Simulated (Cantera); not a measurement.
Input: 1 mol Nb, 1.8 mol H₂O, a varied amount of H₂, at 1775 K and 7.30 bar.

Method: chemical equilibrium by Gibbs-energy minimisation in Cantera with the NASA 1993 tables (ideal gas, pure condensed phases). Candidate condensed phases: H₂O, Nb, NbO, NbO₂, Nb₂O₅; 12 gas species. Mutual solubility and eutectic melting of coexisting phases are not modelled. NbO: taken at fixed stoichiometry. Condensed phases not in the tables: the oxides between NbO₂ and Nb₂O₅. Equilibrium is a limit: real reactors are often held back by kinetics, nucleation or transport.

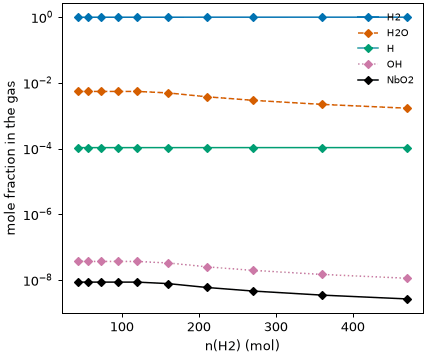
*Equilibrium gas composition (values under 1e-9 drawn at 1e-9)*

From 43 mol H₂ to 120 mol H₂ the condensed part is NbO(s) + NbO₂(s). From 160 mol H₂ to 470 mol H₂ the condensed part is NbO(s).
